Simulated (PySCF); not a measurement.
**CH11NOSi3: density, localisation and related maps**

```
atom    x (Å)    y (Å)    z (Å)
   C  -0.7441   1.5901   1.2156
  Si  -0.5061   0.3987  -0.2689
   O  -1.2778   1.0587  -1.5678
  Si  -1.7428  -1.5465   0.0074
  Si   1.7697   0.2344  -0.6897
   N   2.2737  -1.1424   0.2220
   H  -0.3296   1.1706   2.1269
   H  -0.2490   2.5446   1.0466
   H  -1.7952   1.7991   1.3996
   H  -1.1105   1.9452  -1.8747
   H  -1.6763  -2.0455   1.3882
   H  -1.2050  -2.6370  -0.8219
   H  -3.1710  -1.4768  -0.3182
   H   2.1196   0.1622  -2.1289
   H   2.6301   1.3106  -0.1708
   H   1.7510  -2.0001   0.1466
   H   3.2566  -1.3538   0.2780
```

Geometry: GFN2-xTB.

The calculation used PBE0/pcSseg-1, SCF density, gas phase, non-relativistic (PySCF 2.14.0).

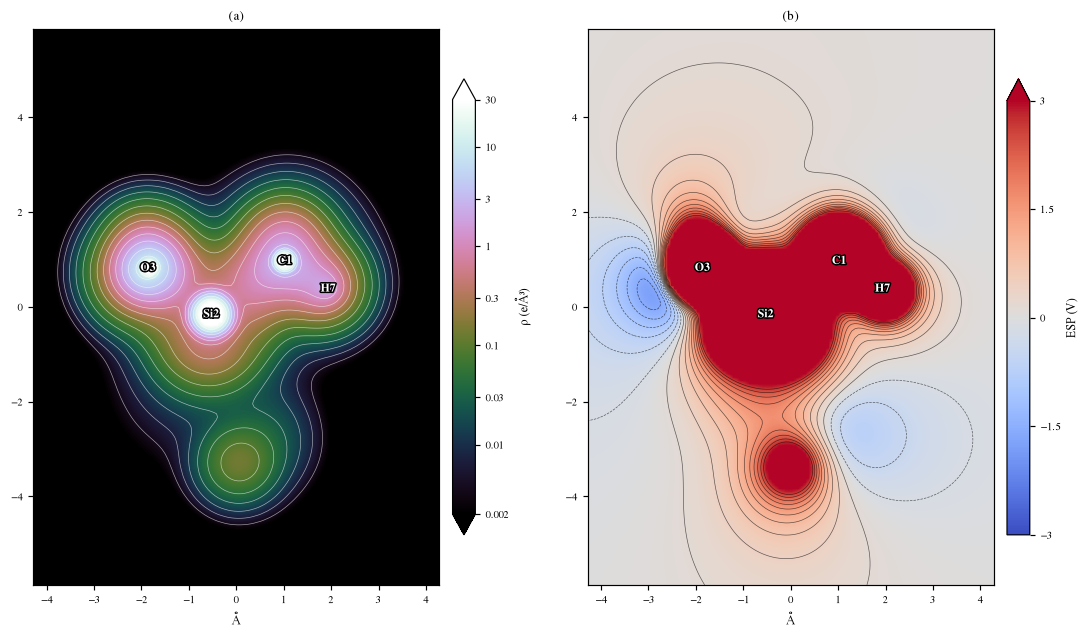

Figure 1. (a) total electron density; (b) electrostatic potential on the plane of atoms C1, Si2 and O3.

### Interpret the plot.

- The section cuts through C, Si, O and H sites.
- Si–O (1.65 Å): the density is about 1.1 e/Å³ at the midpoint.
- C–Si (1.92 Å): ρ at the midpoint is about 0.89 e/Å³.
- C–H (1.09 Å): ρ at the midpoint is about 1.9 e/Å³.
- Outside the dense part of the molecule the potential is most negative (−1.8 V) near O3.

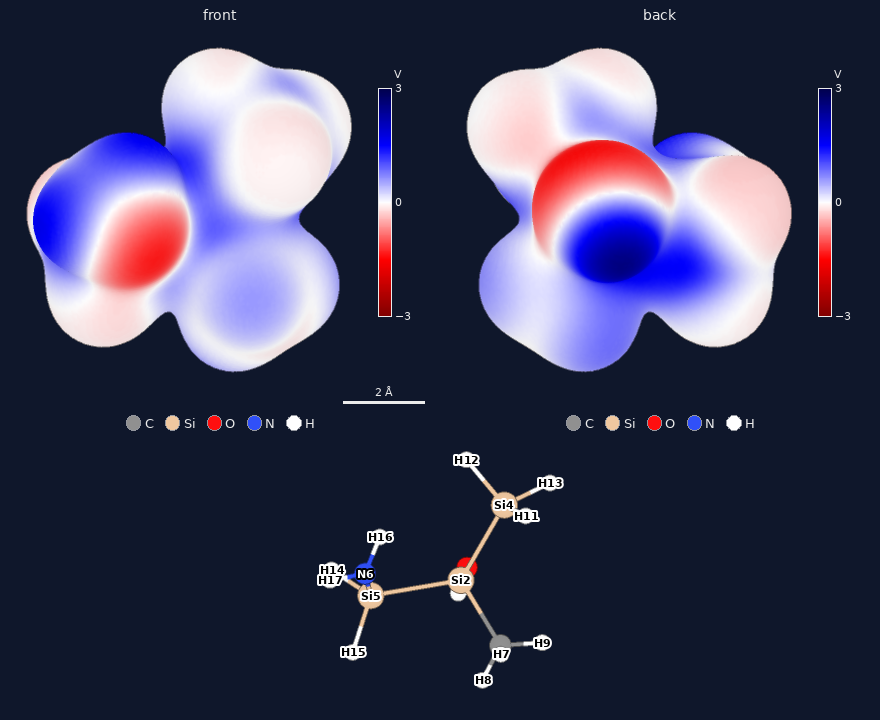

Figure 2. The molecular electrostatic potential painted on the density surface at 0.002 e/bohr³, seen from the front and from behind; red is negative and blue positive. The bare structure is drawn below in the same view.

### Where is the surface potential most negative and most positive?

The most negative region (about −1.4 V) lies over O3, the most positive (about +2.4 V) over H10. O3 is the likeliest acceptor of a hydrogen bond.
